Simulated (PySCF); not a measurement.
```yaml
atoms:
  - { symbol: N, position_ang: [2.7585, -1.3928, 0.1661] }
  - { symbol: C, position_ang: [1.7860, -0.8354, 0.4166] }
  - { symbol: C, position_ang: [0.5834, -0.1566, 0.6864] }
  - { symbol: Si, position_ang: [-1.0234, -1.0792, 0.0832] }
  - { symbol: C, position_ang: [-1.3718, 0.5450, -0.7823] }
  - { symbol: Si, position_ang: [0.2602, 1.3991, -0.4413] }
  - { symbol: H, position_ang: [0.5478, 0.0871, 1.7479] }
  - { symbol: H, position_ang: [-1.9080, -1.4859, 1.1791] }
  - { symbol: H, position_ang: [-0.7310, -2.2166, -0.7860] }
  - { symbol: H, position_ang: [-2.3259, 0.9872, -1.0264] }
  - { symbol: H, position_ang: [1.1849, 1.4838, -1.5697] }
  - { symbol: H, position_ang: [0.2404, 2.6636, 0.3005] }
```

Geometry: GFN2-xTB.

Theory: UKS B3LYP, pcH-1 on C H N Si, non-relativistic, mean-field spin-orbit, GIAO in PySCF 2.14.0, density-fitted response routines.

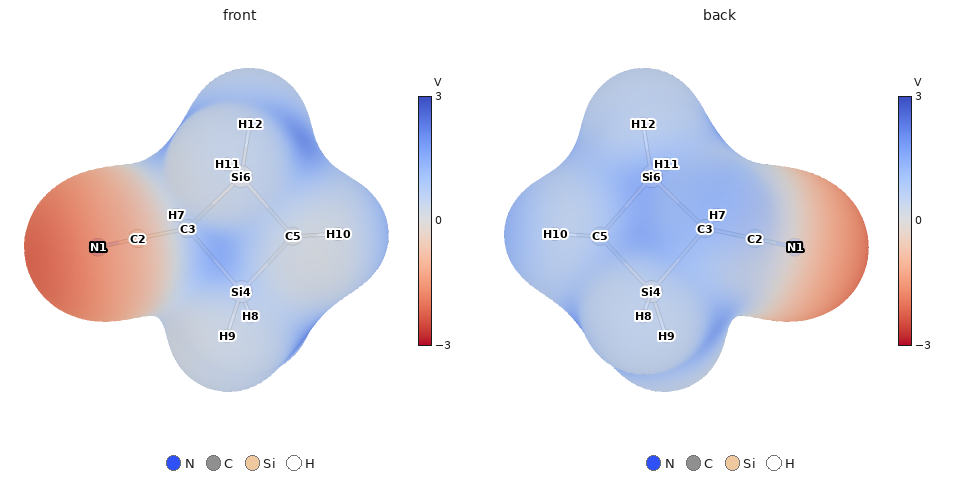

C3H6NSi2 (SMILES N#CC1[SiH2][CH][SiH2]1) (doublet). The electrostatic potential painted on the density surface at 0.002 e/bohr³, seen from the front and from behind; the colour scale runs from red (negative) to blue (positive).

### Describe the electrostatic potential map.

The most negative region (about −2.2 V) lies over N1, the most positive (about +1.9 V) over Si4 and Si6. N1 is the likeliest acceptor of a hydrogen bond.
